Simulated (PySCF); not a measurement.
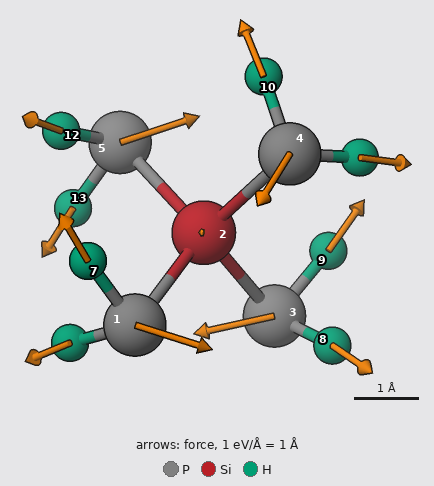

Starting geometry of SiP₄H₈ with the computed forces as orange arrows. Style: ball-and-stick. Shown at a tilt.

The start comes from GFN2-xTB.

Computed with PBE0-D3(BJ)/def2-SVP geometry optimisation, gas phase (PySCF 2.14.0, density-fitted response routines). 

> What follows when this structure is relaxed?

It isn't relaxed: the largest force vector, on P atoms, is 1.34 eV/Å. The final displacements have little in common with the starting forces (cosine between the two patterns −0.12). The atom that moves furthest after the best rigid fit is an H atom (1.03 Å). Largest moves by element: H 1.03 Å, P 0.34 Å, Si 0.11 Å. Among the contacts that change: H–P 1.385 → 1.430 Å, P–Si 2.294 → 2.268 Å. Among the angles between lasting bonds that change: P–Si–P 115.1° → 111.0°. Groups turn about P–Si by about 55°. The energy falls by 6.06 kcal/mol in 15 geometry steps. The run took 2.1 min on 1 thread of Arm Neoverse V2, with other jobs on the host.
